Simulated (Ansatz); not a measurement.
Reaction (SMILES): C=CF + 3 [H][H] (H2) → 2 C (CH4) + F (HF)
B3LYP-D3(BJ)/def2-TZVP geometries, fixed; electronic energies without zero-point terms.

Basis-set convergence of the energy of full hydrogenation at B2PLYP with Ansatz (a quantum-chemistry and plane-wave program). Cartesian d functions, on some or all atoms, in 6-31G*, 6-31G**, 6-31+G*; all else is spherical. Cores are frozen. No added dispersion term, no relativity. Functions are those of the species that has most. Reference: the value in aug-pcseg-3, -79.88 kcal/mol, itself unsure by roughly 0.09 kcal/mol (its mean distance from aug-cc-pVQZ, def2-QZVPPD, pcseg-3). Deviations are taken from unrounded values. Cost is core time over that of def2-TZVPPD, rough, on shared machines of one kind; a dash marks a row that isn't timed (too short, read off another run, short of memory, by another algorithm or on other hardware).

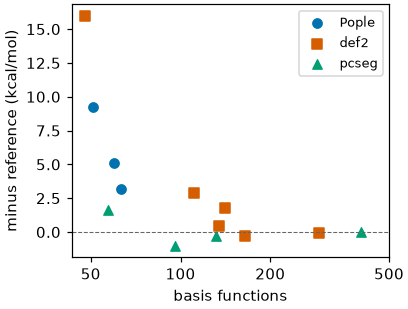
Fig. 1. Deviation from the reference against the number of basis functions, by family of sets.

```
basis        functions  energy of full hydrogenation (kcal/mol)  minus reference (kcal/mol)  cost
-----------  ---------  ---------------------------------------  --------------------------  ----
def2-SV(P)          48                                   -63.89                       15.99     -
6-31G*              51                                   -70.64                        9.23     -
pcseg-1             57                                   -78.26                        1.62     -
6-31G**             60                                   -74.75                        5.12     -
6-31+G*             63                                   -76.67                        3.20     -
aug-pcseg-1         96                                   -80.88                       -1.00  0.5×
def2-TZVP          111                                   -76.96                        2.92  0.5×
pcseg-2            132                                   -80.19                       -0.31  0.7×
def2-TZVPP         135                                   -79.46                        0.42  0.7×
def2-TZVPD         141                                   -78.13                        1.75  0.7×
def2-TZVPPD        165                                   -80.19                       -0.31    1×
def2-QZVPPD        291                                   -79.97                       -0.09    3×
aug-pcseg-3        402                                   -79.88                        0.00   10×
```
